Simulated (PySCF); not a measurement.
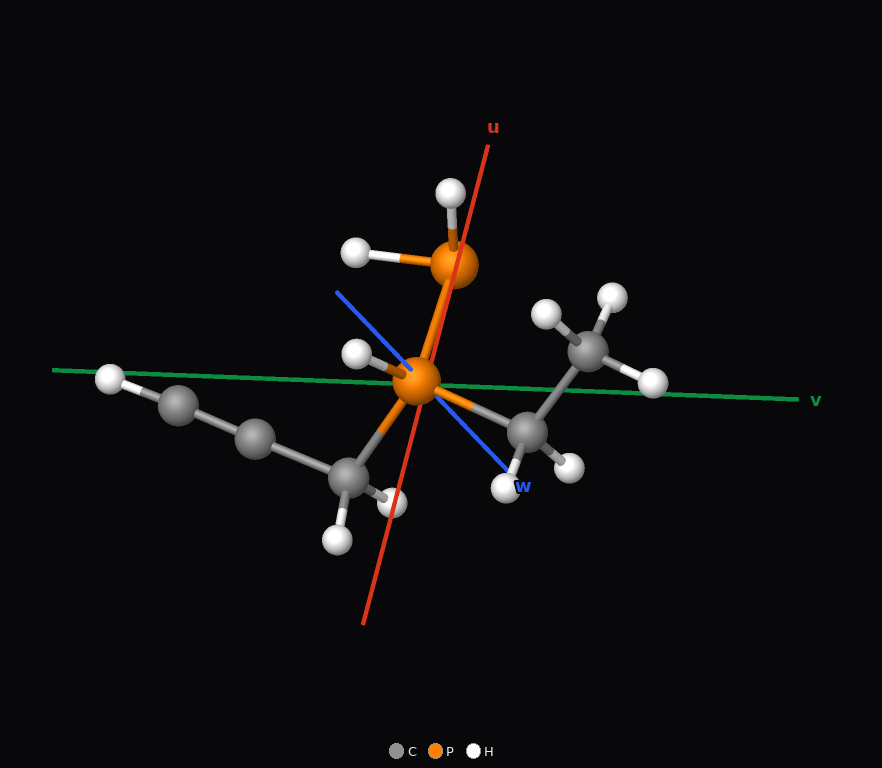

The lines u, v and w are the principal axes of the static dipole polarisability. The species has charge +1 and is a spin singlet. The computed structure is the end point of a GFN2-xTB optimisation. No frequency run is at hand to confirm it as a minimum. Level of theory: CAM-B3LYP/def2-SVPD (PySCF 2.14.0).

### Along which axis is the molecule most polarisable, and along which least?

Most along v, least along w.

### Give the three principal values.

u 97.6, v 123.9, w 78.4 bohr³; mean 100.0, anisotropy 39.6 bohr³.

The geometry is semi-empirical. Around P such bond lengths and angles can be off by a tenth of an ångström or more and by several degrees, and values that hang on the shape move with them.
